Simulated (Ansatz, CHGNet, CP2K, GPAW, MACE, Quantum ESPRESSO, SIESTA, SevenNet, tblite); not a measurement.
# H15W3C3S4N3 (P-1) (56 atoms) in tblite

Aim: run H15W3C3S4N3 (P-1) (56 atoms) in tblite and see how near its forces come to a plane-wave reference, and at what cost.

Method: the method is named at each step, in tblite 0.8.0.

### 1. The structure

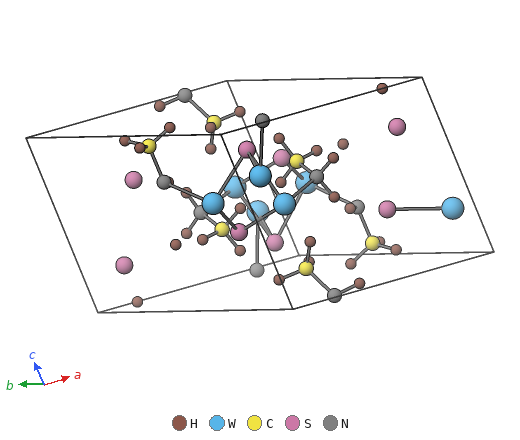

The starting structure, seen from a free direction (hydrogen brown, tungsten blue, carbon yellow, sulfur pink, nitrogen grey). Bonds to atoms that aren't drawn are left out. Some periodic images of atoms are drawn too.

The cell holds 56 atoms: 30 H, 6 W, 6 C, 8 S and 6 N. Its edges and angles: a = 9.085 Å, b = 9.160 Å, c = 9.566 Å, α = 103.7°, β = 116.6°, γ = 106.3°. It derives from H15W3C3S4N3 (P-1), repeated 1×1×1. H15W3C3S4N3, space group P-1, structure from the Crystallography Open Database, 1 x 1 x 1 conventional cells; positions as listed; bonds to H set to neutron lengths (C-H 1.089, N-H 1.015, O-H 0.983, B-H 1.19 Å) where the listed ones are shorter. Then every atom was moved at random, 0.03 Å r.m.s. a Cartesian component (hydrogen 0.6 of that).

The yardstick, on the same geometry:

| Quantity | Value |
| --- | --- |
| method | Kohn-Sham DFT, PBE, SSSP efficiency 1.3.0 pseudopotentials, plane waves (Quantum ESPRESSO 7.5); sssp-pbe-1.3.0-efficiency, cutoffs 60/480 Ry, Γ point |
| r.m.s. force component | 0.8734 eV/Å |
| longest force | 4.54 eV/Å |
| pressure | 3.567 GPa |
| gap (highest filled to lowest empty level) | 0.543 eV |
| time | 3.2 min on 2 MPI ranks of Arm Neoverse V1, shared host |
| CPU time | 6.5 min |

### 2. GFN1-xTB

Method: GFN1-xTB tight binding, diagonalisation.

run.py reads:

```python
import numpy as np
from ase.io import read
from tblite.ase import TBLite

atoms = read("structure.xyz")
atoms.calc = TBLite(method="GFN1-xTB", electronic_temperature=580, accuracy=1.0, max_iterations=250, mixer_damping=0.1, verbosity=1)
energy = atoms.get_potential_energy()
forces = atoms.get_forces()
print(f"energy {energy:.6f} eV")
print("forces (eV/A)")
for i, (a, f) in enumerate(zip(atoms, forces)):
    print(f"{i:4d} {a.symbol:2s} {f[0]:10.5f} {f[1]:10.5f} {f[2]:10.5f}")
stress = -atoms.get_stress(voigt=False) * 160.21766
print("stress (GPa, compression positive)")
for row in stress:
    print(" ".join(f"{x:10.4f}" for x in row))
print("charges (e)")
print(np.array2string(atoms.get_charges(), precision=4, suppress_small=True, max_line_width=110, threshold=100000))
```

structure.xyz reads:

```xyz
56
Lattice="9.08470 0.00000 0.00000 -2.56559 8.79358 0.00000 -4.28655 -3.61609 7.74969" Properties=species:S:1:pos:R:3 pbc="T T T"
H -2.52087 3.11155 2.84902
H 4.75689 2.12939 4.94787
H 4.97543 2.67950 2.45820
H -2.80523 2.51350 5.28010
H -0.84162 5.19989 7.51945
H 3.03944 -0.03004 0.25434
H 3.29462 -3.18065 7.65739
H -1.06731 8.37211 0.07858
H 0.02169 5.67879 4.05185
H 2.24175 -0.50472 3.70141
H 0.09498 6.21466 2.48013
H 2.12624 -1.03517 5.22360
H 6.39902 2.28353 0.59285
H -4.13870 2.87532 7.13328
H 6.88507 4.00107 0.67864
H -4.69034 1.15780 7.08399
H 5.24469 3.62238 0.26659
H -2.99664 1.54414 7.42653
H 0.45869 4.29719 5.66549
H 1.79027 0.84487 2.06289
H -0.25346 3.01586 6.69922
H 2.49894 2.19571 1.06752
H 1.41985 3.45642 6.87599
H 0.76008 1.71682 0.83363
H -0.73050 4.00314 2.56104
H 2.92361 1.16113 5.18795
H 0.77852 3.48675 3.40614
H 1.47722 1.64360 4.31472
H 0.88997 4.12310 1.76685
H 1.35168 1.10837 6.01546
W 5.09224 5.39563 3.24960
W -2.81297 -0.17630 4.63090
W 4.36518 7.76573 2.20130
W -2.12078 -2.48219 5.62643
W 2.62297 6.37347 3.60694
W -0.40774 -1.18368 4.09587
C 6.10670 3.29450 0.85316
C -3.84871 1.81964 6.91110
C 0.46140 3.81361 6.67605
C 1.74412 1.31995 1.04737
C 0.32395 4.21403 2.68690
C 1.87610 0.99128 5.04823
S 4.69571 -0.12718 2.64164
S -2.42668 5.29183 5.13029
S 3.43431 5.60595 1.38355
S -1.13467 -0.42081 6.26531
S -2.48808 6.70897 1.87062
S 4.72568 -1.59261 5.79956
S 3.41561 4.23876 4.62587
S -1.14088 0.95338 3.10600
N 5.77046 3.39208 2.28004
N -3.47587 1.77905 5.47988
N 0.08401 4.84320 7.72567
N -2.15061 -3.24865 7.74093
N 0.46178 5.60925 3.20752
N 1.68092 -0.42302 4.58751
```

The run is started by

```
$ OMP_NUM_THREADS=1 python run.py > output.txt
```

What it wrote:

```text
------------------------------------------------------------
  cycle        total energy    energy error   density error
------------------------------------------------------------
      1     -91.40816924059  -9.2119944E+01   6.4157571E-01
      2     -91.76688456302  -3.5871532E-01   5.6151120E-01
      3     -91.86984090611  -1.0295634E-01   3.5406391E-01
      4     -91.98100158452  -1.1116068E-01   8.1788363E-02
      5     -92.02089546234  -3.9893878E-02   4.2015100E-02
      6     -92.03033698039  -9.4415181E-03   1.9327935E-02
      7     -92.03174994255  -1.4129622E-03   6.7917748E-03
      8     -92.03222193678  -4.7199422E-04   5.3934185E-03
      9     -92.03237943516  -1.5749839E-04   2.1972195E-03
     10     -92.03234796937   3.1465794E-05   2.4851245E-03
     11     -92.03241123256  -6.3263189E-05   3.0946523E-04
     12     -92.03241134545  -1.1288904E-07   1.9693037E-04
     13     -92.03241151054  -1.6509534E-07   1.0285463E-04
     14     -92.03241156675  -5.6209856E-08   5.4611144E-05
     15     -92.03241158083  -1.4074999E-08   1.9487060E-05
------------------------------------------------------------
 total:                                   1.656 sec
energy -2504.329478 eV
forces (eV/A)
   0 H     0.18251   -0.52168   -0.16953
   1 H     0.88539   -0.35094    0.69018
   2 H     1.60285    1.08335   -0.24308
   3 H     0.34116    0.25418    0.34789
   4 H    -0.17674    0.02635   -0.39198
   5 H     0.10547    0.19702    0.12589
   6 H     0.33816    0.39143   -0.37105
   7 H    -0.25449   -0.11203    0.06345
   8 H    -2.02214    0.28587    2.44625
   9 H    -0.34845    0.15757    0.89589
  10 H    -0.56281    0.11237    0.26977
  11 H     0.73206   -0.66700    1.04973
  12 H     0.12242   -0.21430   -0.10723
  13 H     0.08694   -0.65441    0.15408
  14 H     0.86412    0.39876   -0.32903
  15 H    -0.02670   -0.12004    0.07147
  16 H    -0.15979   -0.24174    0.00637
  17 H     1.69058   -0.56131    1.48613
  18 H    -0.10366   -0.28989    0.73942
  19 H    -0.16632    0.22496   -0.84872
  20 H    -0.45855   -0.42571    0.04450
  21 H    -1.06643   -1.23360   -0.14393
  22 H     1.64647   -0.55759    0.42896
  23 H    -0.26466   -0.03146    0.06861
[...]
48 S    -0.15987   -0.45472    0.17335
  49 S     0.11863    0.85107    0.13495
  50 N    -1.89680   -1.12431    0.53517
  51 N    -1.87691    0.45179   -0.89333
  52 N     0.19775   -1.09532   -0.33584
  53 N    -0.02439   -0.17842    0.60247
  54 N     2.40436   -1.10481   -3.02771
  55 N     0.24544    1.33398   -2.03001
stress (GPa, compression positive)
    6.0643     0.7152     0.4767
    0.7152     4.1038    -0.1279
    0.4767    -0.1279     5.8933
charges (e)
[ 0.2122  0.2015  0.2092  0.2213  0.2141  0.212   0.2133  0.2132  0.2293  0.2079  0.2183  0.2174  0.0243
  0.0237  0.0328  0.0337  0.0432  0.0515  0.0236  0.0249  0.0455  0.0371  0.0439  0.0402  0.0318  0.0309
  0.0348  0.0425  0.0397  0.0413  0.3009  0.2736  0.3067  0.2863  0.268   0.2362  0.0528  0.0514  0.0523
  0.0609  0.0527  0.0496 -0.4105 -0.4066 -0.3423 -0.2905 -0.3761 -0.3451 -0.3906 -0.3691 -0.3748 -0.3695
 -0.3853 -0.3689 -0.3988 -0.3782]
```

Elapsed: 2.3 s, on 1 thread of Arm Neoverse V1, shared host; peak memory 0.1 GiB.

Banners, paths, timers and routine set-up lines are dropped from the logs unmarked, and long logs keep their key lines alone; longer cuts are marked.

Against the reference:

| Item | Value |
| --- | --- |
| r.m.s. force component | 1.305 eV/Å |
| r.m.s. difference of force components | 853.2 meV/Å |
| longest difference of force vectors | 5690 meV/Å |
| force difference over r.m.s. force | 97.68 % |
| slope of forces against the reference's | 1.138 |
| correlation of force components | 0.7622 |
| pressure | 5.354 GPa |
| pressure difference | 1.786 GPa |

Length of the force difference by element (eV/Å):

```tsv
element	atoms	mean	most
C	6	0.16	0.28
H	30	0.19	0.31
N	6	0.38	0.62
S	8	0.40	0.76
W	6	4.4	5.7
```

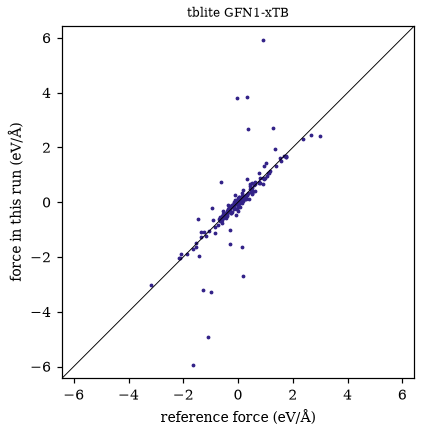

Force components against those of the reference; the line marks equality.

A closer look about H9, whose charge lies farthest from its element's mean: 11 atoms, nearest first, numbered in the order of the input, with positions taken from that point.

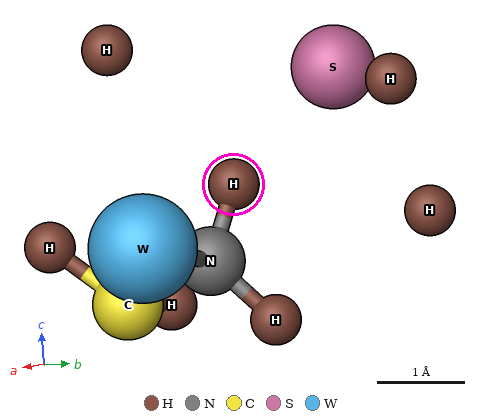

The atoms of the table, within 2.7 Å (arrows a, b, c point along x, y, z); some may hide others; the central atom is ringed.

```tsv
atom	x	y	z	distance (Å)	bonds	Mulliken charge (e)	Fx	Fy	Fz (eV/Å)
H9	0.00	0.00	0.00	0.00	1	0.23	-2.02	0.29	2.45
N55	0.44	-0.07	-0.84	0.95	4	-0.40	2.40	-1.10	-3.03
H11	0.07	0.54	-1.57	1.66	1	0.22	-0.56	0.11	0.27
C41	0.30	-1.46	-1.36	2.02	4	0.05	0.67	0.21	1.13
H19	0.44	-1.38	1.61	2.17	1	0.02	-0.10	-0.29	0.74
H25	-0.75	-1.68	-1.49	2.37	1	0.03	-0.15	-0.23	-0.16
H27	0.76	-2.19	-0.65	2.41	1	0.03	-0.47	0.62	-0.36
H12	-0.46	2.08	1.17	2.43	1	0.22	0.73	-0.67	1.05
H10	-0.35	2.61	-0.35	2.66	1	0.21	-0.35	0.16	0.90
S44	-2.45	-0.39	1.08	2.70	3	-0.41	-0.09	0.38	0.05
W35	2.60	0.69	-0.44	2.73	5	0.27	-2.68	-1.52	-0.76
```

Atoms are counted from 1 here, from 0 in the log.

Forces lie 98 % from the reference's, at 0.0060 times its CPU time (on 1 against 2 cores).

The difference per atom is largest on W (4.4 eV/Å on average, against 0.40 on S).

### 3. Outcome

```json
{
 "force difference from the reference": "tblite GFN1-xTB, 98 %",
 "its CPU time": "2.3 s"
}
```

In words: Tight binding differs by 98 % (tblite GFN1-xTB); it is another model, with fitted parameters of its own, and the xTB methods hold dispersion. One electronic-structure run takes under half the reference's CPU time: tblite GFN1-xTB, at 98 % in 2.3 s against 6.5 min, too far off to be of use; its pressure misses by +1.8 GPa. Periodic xTB results under one method name differ between programs and library versions. The reference's pressure holds the uncorrected Pulay stress of its 60 Ry basis, so small pressure differences, and their order, may be the reference's own error. The reference's PBE has no dispersion term, which matters for the binding between molecules or layers. The reference's pressure of 3.6 GPa belongs to a cell and atoms that aren't relaxed at this level. The runs have no spin polarisation, so any moments at edges, vacancies or dangling bonds can't form. The electronic-structure runs sample only Γ, in a cell whose shortest periodic width is 7 Å. Spin–orbit coupling is left out, which matters for the levels of the heavy elements.

[Also dropped from logs without a mark: logging warnings of Python, and SIESTA's first energy breakdown and zero terms.]

[Logs are printed without paths, hosts, clocks, repeated set-up lines and the standing remarks that a program may print on its own settings, such as how far it seeks lower states.]

[Hosts, paths, dates, database ids (printed as entryN), source tags and the programs' standing remarks are cut or masked in the printed files.]
